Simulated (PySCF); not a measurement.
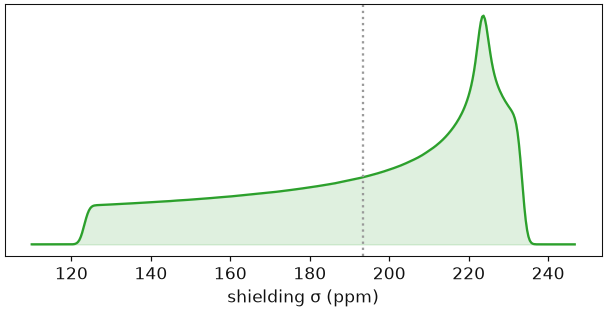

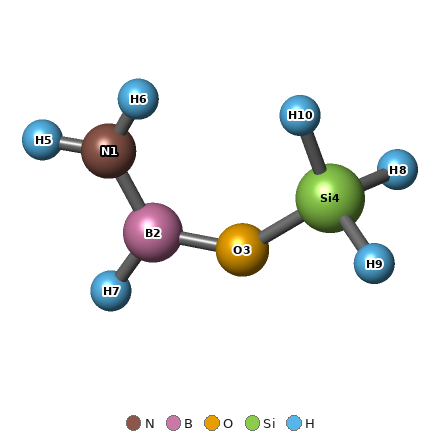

Static powder pattern (¹⁵N) from GIAO shielding tensors of BSiNH₆O, SMILES NBO[SiH3], PBE0/6-31G(d) in PySCF 2.14.0, at a PBE0-D3(BJ)/def2-SVP geometry (no frequency check); absolute shielding, one fixed geometry of the isolated molecule without any motion, no dipolar terms. The dotted line is the isotropic value; skew is 3(σiso − σ22)/span.

The pattern belongs to N1. Give the principal values, span and skew.

N1: σ11, σ22, σ33 = 123, 224, 233 ppm, isotropic 193, span 110 ppm, skew −0.82.

Known limits of this run: one conformer of a flexible molecule.
